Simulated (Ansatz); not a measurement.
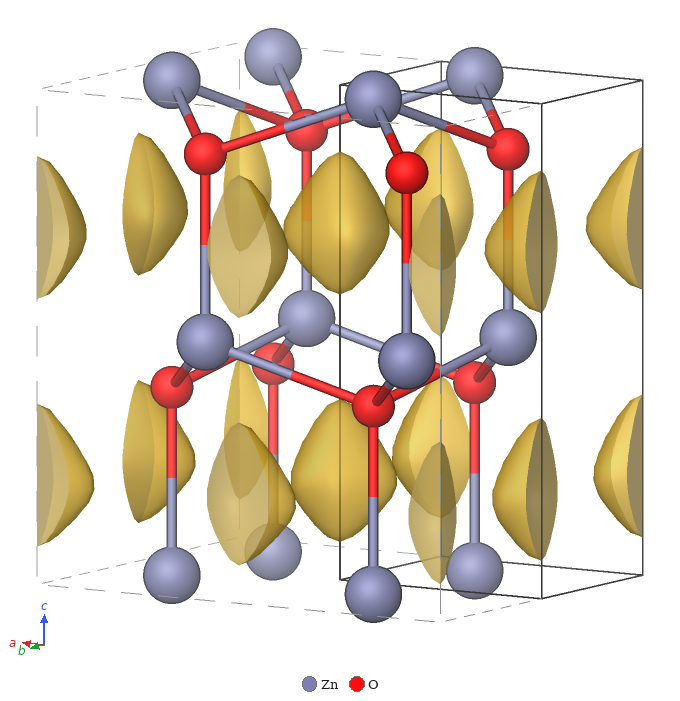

Crystal voids of ZnO (P6_3mc): the yellow surface encloses the regions where the procrystal electron density, the sum of the densities of spherically averaged neutral Hartree-Fock atoms, is below 0.01 e/bohr³ (2×2×1 cells, view from a free direction). No self-consistent density enters. Pale faces close the region where the drawn box cuts it. The usual level for crystal voids is 0.002 e/bohr³; this crystal has almost no region below it, so a higher level is used, which marks the interstitial space of lowest density.

Origin of the cell: a calculation's input that goes back to an entry of the Crystallography Open Database (an earlier step may have relaxed or displaced it).

```yaml
crystal:
  lattice:
    - [3.23535, 0.00000, 0.00000]
    - [-1.61768, 2.80190, 0.00000]
    - [0.00000, 0.00000, 5.21091]
  atoms:
    - { symbol: Zn, position: [0.33333, 0.66667, 0.49966] }
    - { symbol: Zn, position: [0.66667, 0.33333, 0.99966] }
    - { symbol: O, position: [0.66667, 0.33333, 0.37935] }
    - { symbol: O, position: [0.33333, 0.66667, 0.87935] }
```

### What share of the cell is void by this measure?

The voids take about 3.5 % of the cell (1.6 Å³ of 47.2 Å³) and are bounded by about 8.7 Å² of surface per cell.

### What shape does the empty space take in three dimensions?

They are isolated pockets that do not connect across cells.

### How low does the density fall, and where?

To about 0.0076 e/bohr³ near 0.00, 0.00, 0.22 (fractional), 2.0 Å from the nearest nucleus.

### At what density do the voids first join through the crystal?

At about 0.011 e/bohr³, as one-dimensional channels along [001].
